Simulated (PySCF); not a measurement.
Consider C₃H₁₁ClSi₃.

The calculation's input:

```
{"job": {"kind": "uv", "xc": "CAM-B3LYP", "basis": "def2-SVPD", "nstates": 8, "ntriplets": 3}, "charge": 0, "multiplicity": 1}
C     -1.978802    -1.559120    -0.539829
Si    -1.228396    -0.252933     0.626427
Si    -0.944593     1.939504    -0.186473
C      0.934237     1.762774     0.237539
Si     1.114851    -0.100767     0.714923
C      1.957247    -0.997196    -0.760069
Cl     1.817182    -2.762787    -0.529691
H     -3.054698    -1.439710    -0.633755
H     -1.790811    -2.563313    -0.170937
H     -1.549067    -1.492444    -1.535016
H     -1.926126    -0.410308     1.918093
H     -1.124183     2.199619    -1.622441
H     -1.543467     3.097935     0.488205
H      1.589321     2.078285    -0.572319
H      1.195282     2.395863     1.083830
H      2.025499    -0.333049     1.846838
H      3.019201    -0.783608    -0.852975
H      1.478564    -0.772427    -1.710245
```

Run with:

```sh
OMP_NUM_THREADS=1 python probes_run.py task.json out
```

Geometry: GFN2-xTB.

All numbers below come from CAM-B3LYP/def2-SVPD, SCF density, gas phase (PySCF 2.14.0).

What can the converged electron density and electron localisation function tell about the bonding?

Answer. C–Si (1.91 Å): ρ is about 0.91 e/Å³ halfway; the ELF peaks at about 0.95 between the atoms: localised, covalent bonding.
C–H (1.09 Å): ρ is about 1.9 e/Å³ halfway; the ELF climbs to about 1 towards the hydrogen, as it does in any bond to H; a covalent bond by its length.
Si–H (1.48 Å): the density is about 0.77 e/Å³ at the midpoint; the ELF climbs to about 1 towards the hydrogen.

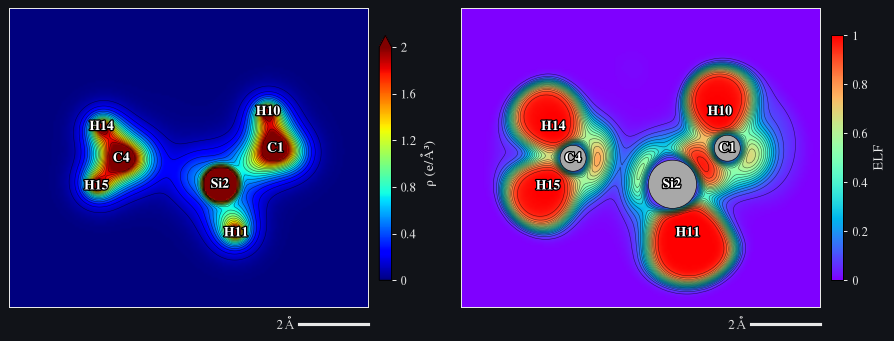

Computed electron density and electron localisation function on the plane of atoms H14, C4 and H15, in this order. Grey discs cover the atomic cores in the ELF map. 
